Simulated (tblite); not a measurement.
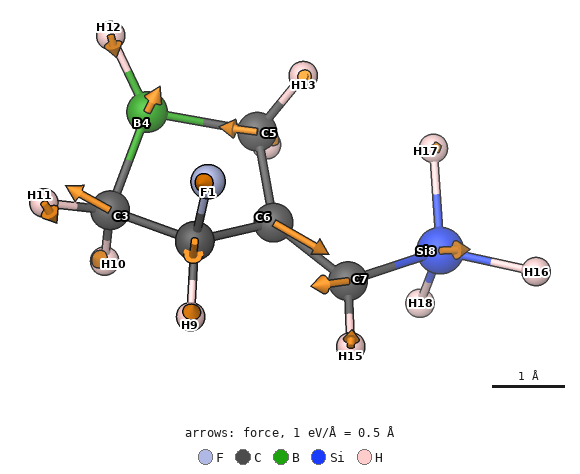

Starting geometry of C5H10BFSi with the computed forces as orange arrows. Style: ball-and-stick. Shown from a free direction.

The calculation used GFN2-xTB geometry optimisation, gas phase (tblite). 

### Is this structure relaxed? If not, where do the atoms go?

It isn't relaxed: the largest force vector, on a C atom, is 1.83 eV/Å. The final displacements have little in common with the starting forces (cosine between the two patterns 0.16). The largest move after the best rigid fit is that of an H atom, 1.03 Å. By element the largest moves are H 1.03 Å, F 0.34 Å, B 0.30 Å, C 0.26 Å, Si 0.19 Å. Some distances before and after: C–Si 1.836 → 1.879 Å, C–F 1.362 → 1.395 Å, B–H 1.196 → 1.166 Å, B–C 1.600 → 1.572 Å. Among the angles between lasting bonds that change: F–C–H 114.0° → 104.8°, H–C–H 113.7° → 105.2°, H–C–H 114.4° → 106.0°. Groups turn about B–C by about 40°, C–Si by about 35°, B–C by about 35°. The energy falls by 13.0 kcal/mol in 107 geometry steps. Cost: 0.77 s on 1 thread of Arm Neoverse V1 (shared host).
